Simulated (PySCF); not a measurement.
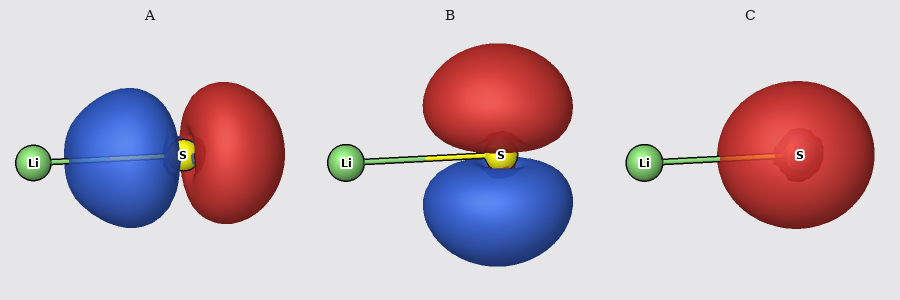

*LiS (charge +1, triplet). Three frontier β-spin orbitals, each drawn at the value that holds 80 % of its norm (red and blue are the two phases), in no order; of a degenerate pair one member is drawn.*

Theory: PBE0/def2-TZVP, non-relativistic Hamiltonian with scalar-relativistic core potentials where named, at a bond length of 2.453 Å (PySCF 2.14.0).

Q: Label each orbital by symmetry, say whether it is occupied, and order them by energy.

A: Orbital C: σ, occupied in this spin, −23.40 eV; almost wholly on S.
Orbital A: σ, occupied in this spin, −13.78 eV; mainly on S (95 %).
Orbital B: π, empty in this spin, −10.02 eV; mainly on S (95 %).
